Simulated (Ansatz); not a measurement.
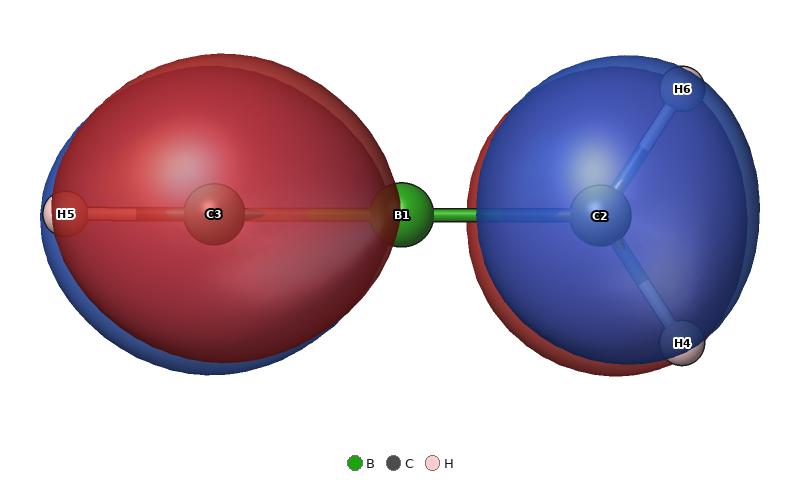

C₂H₃B. One frontier orbital at ±0.1 Å⁻³ᐟ² (red and blue are the two phases), seen at an oblique angle.

Geometry: PBE0-D4/def2-TZVP.

These are results of RKS PBE0-D4/def2-TZVPP in Ansatz 0.2.0, not measurements.

Input

```
crystal:
  periodic: [false, false, false]
  atoms:
    - {symbol: B, position_ang: [0.066408, -0.392740, -0.210425]}
    - {symbol: C, position_ang: [-0.023484, -1.816001, -0.111325]}
    - {symbol: C, position_ang: [0.150897, 0.950265, -0.305153]}
    - {symbol: H, position_ang: [-0.772861, -2.395645, -0.643099]}
    - {symbol: H, position_ang: [0.218995, 2.015692, -0.379601]}
    - {symbol: H, position_ang: [0.651939, -2.406140, 0.501754]}
basis:
  gaussian: {orbitals: def2-TZVPP}
hamiltonian: {xc: pbe0, dispersion: d4}
output: {orbitals: {seedname: orbitals}}
```

Command:

```sh
ansatz run in.yaml --threads 2 --pin off --events-out ev --progress --plain --max-ram 4352MiB
```

**Which orbital is it: HOMO or LUMO?**

The LUMO, at −3.78 eV. By Hirshfeld shares it lies mainly on C3 (about 45 %), C2 (about 35 %) and B1 (about 15 %); it changes sign across the molecular plane (π type); π-bonding across B1–C3; π-antibonding (a node) across B1–C2.
